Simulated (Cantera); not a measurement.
Charge: 1 mol CO, 0.34 mol O2, 6.1 mol H2, at 37000 Pa.

Equilibrium computed with Cantera from the NASA thermochemical tables; the gas is ideal and each condensed phase is pure. Candidate condensed phases: C, C6H6, C7H8, C8H18, H2O; 110 gas species. Equilibrium is a limit: real reactors are often held back by kinetics, nucleation or transport.

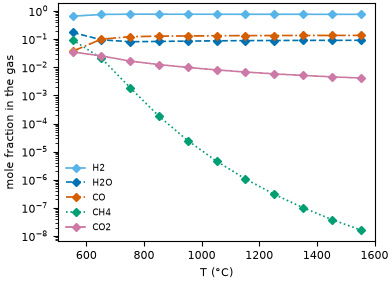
Figure. Equilibrium gas composition (values under 1e-9 drawn at 1e-9)

From 552 °C to 1552 °C nothing is condensed. The main C-bearing gas is CH4 at 552 °C and CO at 1552 °C.
